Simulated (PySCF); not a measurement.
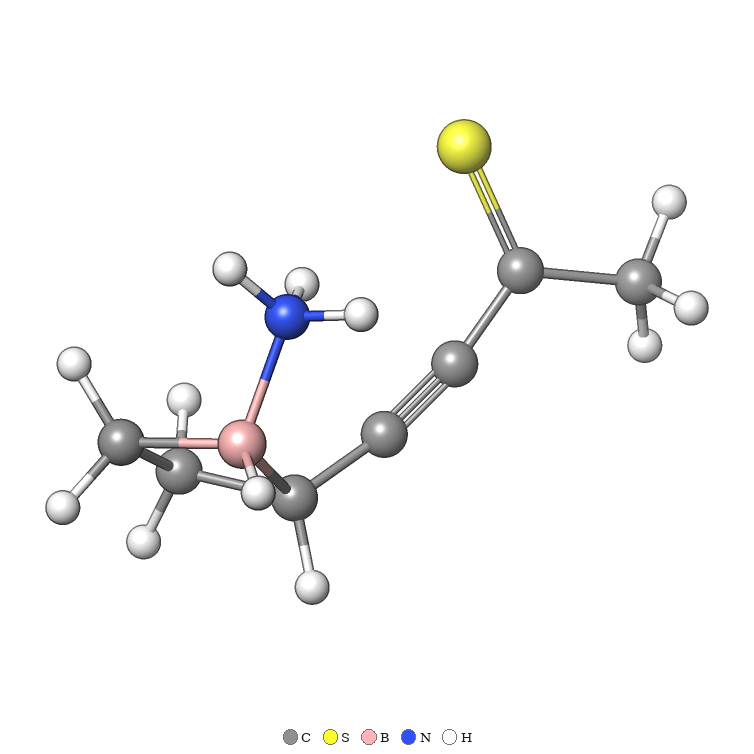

A ball-and-stick model of a molecule. Double and triple bonds are drawn as two and three sticks.

The computed structure is the end point of a GFN2-xTB optimisation. No frequency run is at hand to confirm it as a minimum.

Description:

The molecule is C₇H₁₂BNS. Its SMILES string is `CC(=S)C#C[C@@H]1CC[B@@H-]1[NH3+]`. Independent rings (smallest set): 1 of 4 members. Among its groups: alkyne, B–H bond. The point group is C1. Coordination, clear cases only: 1 C tetrahedral; 1 C trigonal planar; 1 N tetrahedral.

More results for the same structure follow; atom numbers are the same in all pictures, views and colours differ.

**Shape**

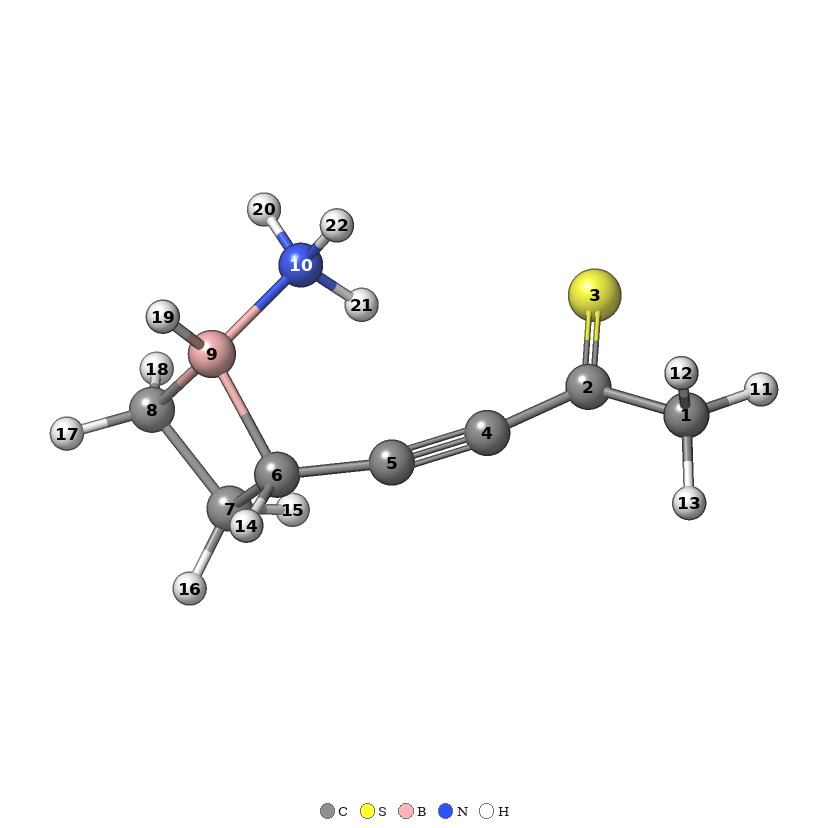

No frequency run is at hand to confirm it as a minimum.

What are the angles C1–C2–C4, C2–C4–C5, C5–C6–C7, C5–C6–B9, C5–C6–H14, C6–B9–C8, C6–B9–N10, C7–C6–B9, C7–C8–B9, C7–C8–H18, B9–C8–H17, N10–B9–H19?

```json
{"angle": "C1–C2–C4", "degrees": "121.0"}
{"angle": "C2–C4–C5", "degrees": "169.7"}
{"angle": "C5–C6–C7", "degrees": "114.8"}
{"angle": "C5–C6–B9", "degrees": "112.3"}
{"angle": "C5–C6–H14", "degrees": "112.8"}
{"angle": "C6–B9–C8", "degrees": "87.0"}
{"angle": "C6–B9–N10", "degrees": "108.0"}
{"angle": "C7–C6–B9", "degrees": "86.6"}
{"angle": "C7–C8–B9", "degrees": "89.5"}
{"angle": "C7–C8–H18", "degrees": "113.3"}
{"angle": "B9–C8–H17", "degrees": "115.7"}
{"angle": "N10–B9–H19", "degrees": "109.3"}
```

**Ring current**

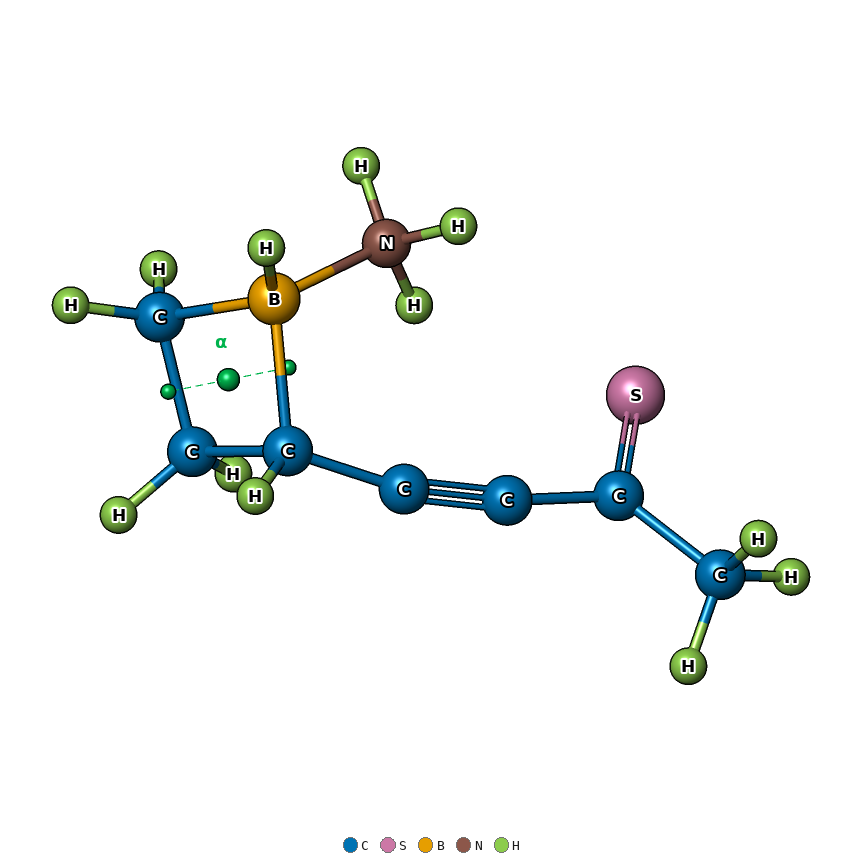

The small points mark where nucleus-independent chemical shifts (NICS) were computed: at the centre of each lettered ring and 1 Å above and below it. No frequency run is at hand to confirm it as a minimum. Level of theory: GIAO PBE0/pcSseg-1 NMR shielding, non-relativistic, gas phase (PySCF 2.14.0).

Give NICS(0), NICS(1) and the out-of-plane component NICS(1)zz for each ring (means of the two sides).

| ring | members | NICS(0) | NICS(1) | NICS(1)zz |
| --- | --- | --- | --- | --- |
| α | C3B | 1.6 | −0.1 | 4.1 |

Values in ppm.

**Electronic properties**

No frequency run is at hand to confirm it as a minimum. Method: PBE0/pcSseg-1, gas phase (PySCF 2.14.0).

What does the calculation give?

- dipole moment: 1.79 D
- HOMO energy (Kohn–Sham orbital): −6.29 eV
- LUMO energy (Kohn–Sham orbital): −2.44 eV
- HOMO–LUMO gap: 3.85 eV

**NMR shielding**

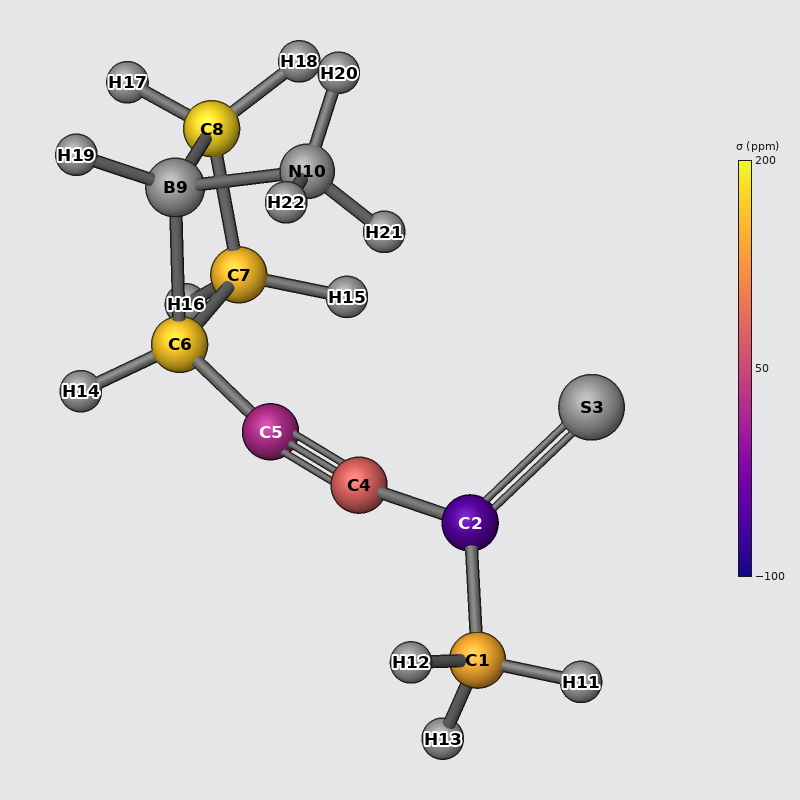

Atoms are coloured by their isotropic NMR shieldings (C only, the others grey). No frequency run is at hand to confirm it as a minimum. Level of theory: GIAO PBE0/pcSseg-1 NMR shielding, non-relativistic, gas phase (PySCF 2.14.0).

Which C atom is the most shielded (lowest chemical shift)?

C8 (178.3 ppm).

Which C atom is the least shielded (highest chemical shift)?

C2 (−53.1 ppm).

How wide is the range of C shifts?

231.4 ppm.

Give the isotropic NMR shieldings of the C atoms atom by atom.

```csv
atom,σ (ppm)
C1,146.4
C2,−53.1
C4,80.5
C5,24.1
C6,166.3
C7,159.9
C8,178.3
```

**Quadrupole coupling**

No frequency run is at hand to confirm it as a minimum. Electric field gradients from the ground-state density, PBE0/pcSseg-1 (PySCF 2.14.0), non-relativistic apart from any core potentials.

Give the largest field-gradient component, the quadrupole coupling constant and the asymmetry for 33S at S3 (Q = −67.81 mb), 11B at B9 (Q = 40.59 mb), 14N at N10 (Q = 20.44 mb), 2H at H11 (Q = 2.86 mb), 2H at H12 (Q = 2.86 mb), 2H at H13 (Q = 2.86 mb), 2H at H14 (Q = 2.86 mb).

```json
{"atom": "S3", "V_zz (a.u.)": "−2.619", "e²qQ/h (MHz)": "41.7", "η": "0.17"}
{"atom": "B9", "V_zz (a.u.)": "0.202", "e²qQ/h (MHz)": "1.92", "η": "0.84"}
{"atom": "N10", "V_zz (a.u.)": "−0.427", "e²qQ/h (MHz)": "−2.05", "η": "0.24"}
{"atom": "H11", "V_zz (a.u.)": "0.309", "e²qQ/h (MHz)": "0.207", "η": "0.03"}
{"atom": "H12", "V_zz (a.u.)": "0.308", "e²qQ/h (MHz)": "0.207", "η": "0.04"}
{"atom": "H13", "V_zz (a.u.)": "0.309", "e²qQ/h (MHz)": "0.208", "η": "0.04"}
{"atom": "H14", "V_zz (a.u.)": "0.316", "e²qQ/h (MHz)": "0.212", "η": "0.07"}
```

The geometry is semi-empirical. Around B such bond lengths and angles can be off by a tenth of an ångström or more and by several degrees, and values that hang on the shape move with them.
